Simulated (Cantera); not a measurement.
Charge: 1 mol CH₃SiCl₃, 0.1 mol C₂H₂, 810 mol H₂, held at 0.240 bar.

These are equilibrium values from Cantera (NASA tables, ideal gas, pure condensed phases), not measurements of a reactor. Candidate condensed phases: C, C₆H₆, C₇H₈, C₈H₁₈, Si, SiC; 109 gas species. The feed counts by its element totals alone. The tables' values for SiCl are old estimates; treat these amounts as uncertain. Gases not in the tables: Si₂H₆ and higher silanes. Kinetics and transport are ignored.

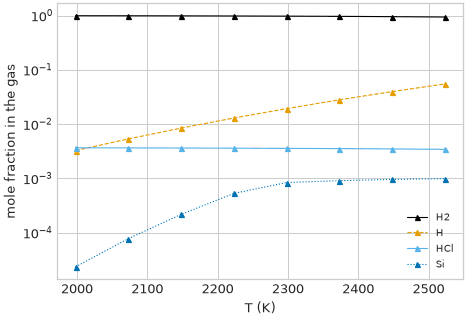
Fig. 1. Equilibrium gas composition (values under 1e-9 drawn at 1e-9)

**Question.** Read off the mole fractions at 2148 K.

**Answer.** H₂ about 0.99, H about 0.0085, HCl about 0.0036, Si about 0.00022.
